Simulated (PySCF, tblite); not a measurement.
# C4HF2S2−: dynamics, then NMR shifts on frames

Aim: move C4HF2S2− (`Fc1cc(F)c([S-])s1`) away from its starting geometry and see how NMR shifts follow the geometry.

The runs use tblite 0.8.0 and PySCF 2.14.0, with density-fitted response routines of our own; the level of theory stands in each step. All values are computed, except where a source is named. Atoms are numbered from 0 throughout.

### 1 The starting structure

9 atoms, charge -1, multiplicity 1; geometry from: GFN2-xTB.

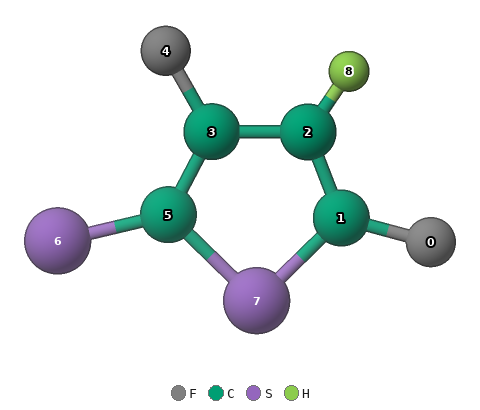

As it starts; fluorine grey, carbon teal, sulfur purple, hydrogen green, atoms numbered.

### 2 A short Langevin run with GFN2-xTB

Job settings and geometry (Å):

```
{"job": {"kind": "md", "xc": "GFN2-xTB", "basis": "xTB", "temperature": 400, "steps": 2000, "every": 50, "frames": 5}, "charge": -1, "multiplicity": 1}
F     -2.540028    -0.949308    -0.436854
C     -1.247908    -0.589911    -0.229138
C     -0.791137     0.669570    -0.036164
C      0.604513     0.680759     0.148517
F      1.249817     1.865606     0.358953
C      1.260559    -0.528260     0.106478
S      2.875929    -0.903479     0.278106
S      0.006209    -1.791615    -0.191353
H     -1.404393     1.552633    -0.023724
```

With the program's defaults for keys left out, this is: GFN2-xTB Langevin dynamics, gas phase.

Command:

```
$ OMP_NUM_THREADS=1 python probes_run.py task.json out
```

This one command runs all jobs of the session in turn.

Standard output:

```text
t/fs     T/K      E/eV
    0.0   372.1   -687.27473
   25.0   257.7   -687.11528
   50.0   252.9   -686.98337
   75.0   187.7   -686.90258
  100.0   200.2   -687.01895
  125.0   341.0   -687.14831
  150.0   325.0   -687.14843
  175.0   221.7   -686.94528
  200.0   351.0   -686.93837
  225.0   466.9   -686.86069
  250.0   671.3   -686.96274
  275.0   483.8   -686.66833
  300.0   491.6   -686.78700
  325.0   400.4   -686.87113
  350.0   294.3   -686.69240
  375.0   535.1   -687.03751
  400.0   433.2   -686.87403
  425.0   427.3   -686.76978
  450.0   543.5   -686.80493
  475.0   447.3   -686.88437
  500.0   283.1   -686.75939
  525.0   388.4   -686.87467
  550.0   358.0   -687.08950
  575.0   275.4   -686.95821
  600.0   433.1   -686.88357
  625.0   400.7   -686.92027
  650.0   420.9   -687.06169
  675.0   533.0   -686.93775
  700.0   485.1   -686.88086
  725.0   404.5   -686.96380
  750.0   441.1   -686.96000
  775.0   303.4   -686.82656
  800.0   353.8   -686.91167
  825.0   299.2   -686.87952
  850.0   324.2   -686.86064
  875.0   383.5   -686.98278
  900.0   427.0   -687.04384
  925.0   252.0   -687.00462
  950.0   292.3   -687.04347
  975.0   275.5   -686.98137
 1000.0   251.9   -687.03992
```

Wall time 11 s (1 thread of Arm Neoverse V1, shared host); peak memory 0.18 GiB.

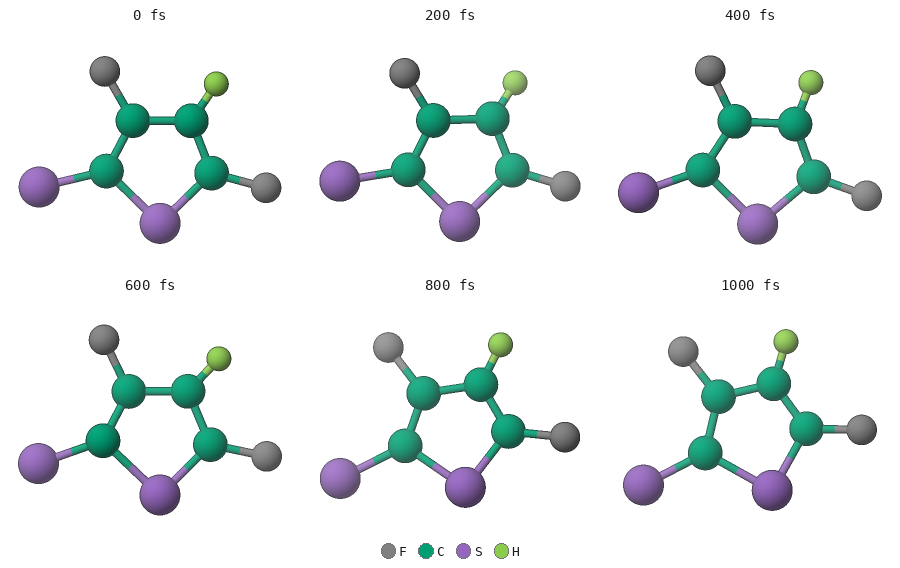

Frames of the run.

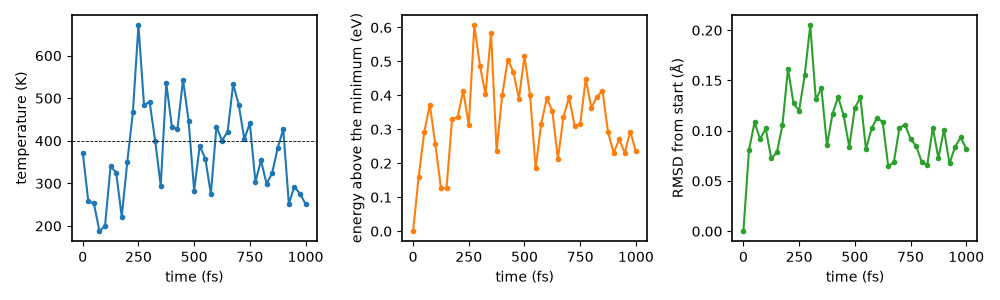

Temperature, potential energy and distance from the start.

Positions (Å) and forces (eV/Å) at 1000 fs:

```xyz
9

F    -2.806    0.081   -0.154   -0.936    0.225    0.001
C    -1.509    0.085    0.183   -0.397   -0.221   -0.495
C    -0.757    1.153    0.481   -1.082    0.547   -0.029
C     0.571    0.853    0.601    1.502   -0.842   -0.087
F     1.376    1.918    0.942    0.362   -0.652    0.002
C     0.934   -0.463    0.324    0.303    0.379   -0.153
S     2.437   -1.203    0.320   -0.445    0.144    0.038
S    -0.621   -1.323   -0.210    1.278   -0.220    0.506
H    -1.075    2.151    0.612   -0.584    0.640    0.216
```

### 3 Nuclear shieldings: 250 fs, PBE0/pcSseg-1

Job settings and geometry (Å):

```
{"job": {"kind": "nmr", "xc": "PBE0", "basis": "pcSseg-1", "pop": false}, "charge": -1, "multiplicity": 1}
F     -2.618500    -1.122300    -0.128900
C     -1.322700    -0.702500    -0.221800
C     -0.914400     0.595100    -0.016500
C      0.499300     0.664600     0.138900
F      0.979900     1.944200     0.387900
C      1.184000    -0.559900     0.007600
S      2.791100    -1.065100     0.017800
S     -0.002100    -1.842300    -0.060000
H     -1.502600     1.455900     0.218600
```

With the program's defaults for keys left out, this is: GIAO PBE0/pcSseg-1 NMR shielding, non-relativistic, gas phase.

Standard output:

```text
coarse grid: 10384 points
cycle   1  E = -1148.2152318456  dE =  1.349e+00  |g| = 6.911e-01  |ddm| = 3.415e+00
cycle   2  E = -1147.8986676915  dE =  3.166e-01  |g| = 1.286e+00  |ddm| = 2.529e+00
cycle   3  E = -1148.3143212218  dE = -4.157e-01  |g| = 2.323e-01  |ddm| = 2.040e+00
cycle   4  E = -1148.3274407021  dE = -1.312e-02  |g| = 8.446e-02  |ddm| = 4.161e-01
cycle   5  E = -1148.3288327327  dE = -1.392e-03  |g| = 4.393e-02  |ddm| = 1.265e-01
cycle   6  E = -1148.3292924534  dE = -4.597e-04  |g| = 1.050e-02  |ddm| = 6.441e-02
cycle   7  E = -1148.3293193448  dE = -2.689e-05  |g| = 2.553e-03  |ddm| = 1.380e-02
cycle   8  E = -1148.3293209699  dE = -1.625e-06  |g| = 7.279e-04  |ddm| = 4.259e-03
final grid: 96904 points
cycle   9  E = -1148.3950045322  dE = -2.330e-05  |g| = 9.649e-03  |ddm| = 2.935e-02
cycle  10  E = -1148.3949611981  dE =  4.333e-05  |g| = 1.638e-02  |ddm| = 3.015e-02
cycle  11  E = -1148.3950257619  dE = -6.456e-05  |g| = 1.139e-03  |ddm| = 2.198e-02
cycle  12  E = -1148.3950260549  dE = -2.930e-07  |g| = 4.424e-04  |ddm| = 2.042e-03
cycle  13  E = -1148.3950260993  dE = -4.446e-08  |g| = 1.542e-04  |ddm| = 5.995e-04
cycle  14  E = -1148.3950261043  dE = -4.950e-09  |g| = 6.602e-05  |ddm| = 2.532e-04
cycle  15  E = -1148.3950261054  dE = -1.139e-09  |g| = 1.148e-05  |ddm| = 7.765e-05
cycle  16  E = -1148.3950261054  dE = -2.660e-11  |g| = 6.091e-06  |ddm| = 2.099e-05
converged SCF energy = -1148.3950261054

GIAO shielding tensors (ppm)
atom      isotropic    diamagn.    paramagn.     s11        s22        s33       span
  0 F      325.742     473.014    -147.272    250.985    341.079    385.162    134.177
  1 C       34.380     255.669    -221.289    -15.286     49.263     69.163     84.449
  2 C       72.752     256.008    -183.256     10.600     71.591    136.065    125.465
  3 C       23.867     246.511    -222.644    -33.410     32.088     72.921    106.331
  4 F      332.575     475.216    -142.642    279.331    348.614    369.779     90.448
  5 C       31.862     259.858    -227.996    -53.877     58.555     90.907    144.784
  6 S      535.917    1055.356    -519.438    337.447    540.435    729.870    392.423
  7 S      286.334    1055.549    -769.215     96.165    319.906    442.932    346.767
  8 H       25.776      31.467      -5.691     23.572     25.812     27.944      4.372
```

Wall time 15 s (1 thread of Arm Neoverse V1, shared host); peak memory 0.71 GiB.

Shifts follow as δ = σ(reference) − σ, with reference shieldings (ppm) from runs at the same level and on the same kind of geometry: 1H TMS 31.72, 13C TMS 186.9, 19F CFCl3 170.9, 33S CS2 504. The references are single molecules in the gas phase, so shifts against H2O, NH3, PH3, H3PO4 or CFCl3 are not on the usual liquid scales and can be off by tens of ppm. Each atom is listed at this fixed geometry, with no averaging over motion; a spectrum would average atoms that exchange fast.

| atoms | environment | σ (ppm) | δ (ppm) |
| --- | --- | --- | --- |
| C3 | aromatic carbon bearing fluorine | 23.9 | 163.1 |
| C5 | aromatic carbon bearing sulfur | 31.9 | 155.1 |
| C1 | aromatic carbon bearing fluorine | 34.4 | 152.5 |
| C2 | aromatic CH | 72.8 | 114.2 |
| H8 | hydrogen on an aromatic CH | 25.78 | 5.94 |
| F0 | aryl fluorine | 325.7 | -154.8 |
| F4 | aryl fluorine | 332.6 | -161.6 |
| S7 | aromatic ring sulfur | 286 | 217 |
| S6 | sulfur bonded to C | 536 | -32 |

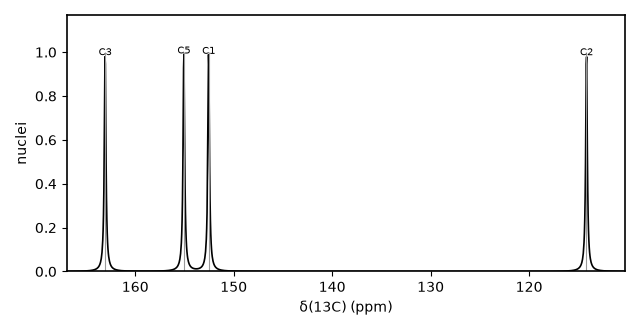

13C lines at the computed shifts, without couplings. Lines are broadened to a width of 0.20 ppm (Lorentzian).

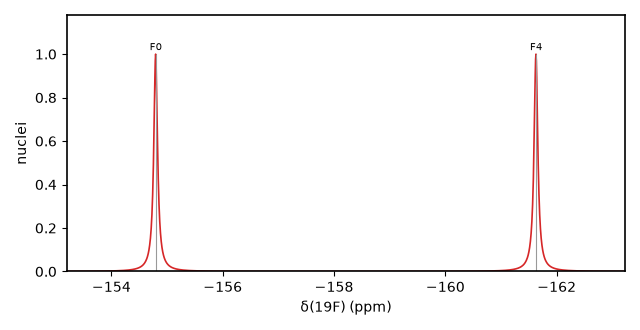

19F lines at the computed shifts, without couplings. Lines are broadened to a width of 0.08 ppm (Lorentzian).

Ring of atoms C1, C2, C3, C5, S7: NICS(0) -12.7, NICS(1) -7.5, NICS(1)zz -12.6 ppm (means of both faces).

### 4 Nuclear shieldings: 425 fs, PBE0/pcSseg-1

Job settings and geometry (Å):

```
{"job": {"kind": "nmr", "xc": "PBE0", "basis": "pcSseg-1", "pop": false}, "charge": -1, "multiplicity": 1}
F     -2.521700    -1.305100    -0.233200
C     -1.308500    -0.816200    -0.105600
C     -0.871400     0.454900     0.014500
C      0.545100     0.553800    -0.030700
F      1.044000     1.795900     0.140000
C      1.184700    -0.721600     0.051800
S      2.796000    -1.171700     0.082300
S     -0.013600    -2.000700    -0.139400
H     -1.260100     1.444700    -0.207100
```

With the program's defaults for keys left out, this is: GIAO PBE0/pcSseg-1 NMR shielding, non-relativistic, gas phase.

Standard output:

```text
coarse grid: 10384 points
cycle   1  E = -1148.2091869501  dE =  1.488e+00  |g| = 6.747e-01  |ddm| = 3.433e+00
cycle   2  E = -1147.9640073705  dE =  2.452e-01  |g| = 1.160e+00  |ddm| = 2.394e+00
cycle   3  E = -1148.3085196250  dE = -3.445e-01  |g| = 2.171e-01  |ddm| = 1.878e+00
cycle   4  E = -1148.3202966330  dE = -1.178e-02  |g| = 7.177e-02  |ddm| = 3.837e-01
cycle   5  E = -1148.3213570143  dE = -1.060e-03  |g| = 3.386e-02  |ddm| = 1.074e-01
cycle   6  E = -1148.3216240445  dE = -2.670e-04  |g| = 9.349e-03  |ddm| = 5.078e-02
cycle   7  E = -1148.3216448846  dE = -2.084e-05  |g| = 2.476e-03  |ddm| = 1.260e-02
cycle   8  E = -1148.3216463758  dE = -1.491e-06  |g| = 6.325e-04  |ddm| = 3.630e-03
final grid: 96904 points
cycle   9  E = -1148.3856409829  dE = -2.094e-05  |g| = 8.898e-03  |ddm| = 2.933e-02
cycle  10  E = -1148.3856025699  dE =  3.841e-05  |g| = 1.492e-02  |ddm| = 2.943e-02
cycle  11  E = -1148.3856599268  dE = -5.736e-05  |g| = 1.182e-03  |ddm| = 2.149e-02
cycle  12  E = -1148.3856602556  dE = -3.288e-07  |g| = 3.893e-04  |ddm| = 1.901e-03
cycle  13  E = -1148.3856602887  dE = -3.309e-08  |g| = 1.156e-04  |ddm| = 5.043e-04
cycle  14  E = -1148.3856602912  dE = -2.573e-09  |g| = 5.577e-05  |ddm| = 1.995e-04
cycle  15  E = -1148.3856602920  dE = -8.022e-10  |g| = 1.051e-05  |ddm| = 6.947e-05
converged SCF energy = -1148.3856602920

GIAO shielding tensors (ppm)
atom      isotropic    diamagn.    paramagn.     s11        s22        s33       span
  0 F      332.695     472.229    -139.534    261.141    332.958    403.985    142.843
  1 C       43.541     254.647    -211.106     -0.500     56.811     74.312     74.812
  2 C       86.085     255.398    -169.314     45.511     71.073    141.670     96.159
  3 C       23.929     248.415    -224.486    -42.299     38.525     75.562    117.861
  4 F      340.850     474.367    -133.517    310.443    333.194    378.914     68.471
  5 C       21.683     259.153    -237.470    -68.063     53.617     79.495    147.558
  6 S      517.075    1055.577    -538.502    327.888    495.063    728.275    400.386
  7 S      300.586    1055.913    -755.328     81.237    402.887    417.633    336.397
  8 H       25.878      30.579      -4.700     23.246     26.889     27.501      4.255
```

Run time: 14 s. Hardware: 1 thread of Arm Neoverse V1, shared host; peak memory 0.74 GiB.

This run: δ C5 165.2, C3 163.0, C1 143.4, C2 100.8, H8 5.84 ppm.

(Part 1 of 2 ends here.)
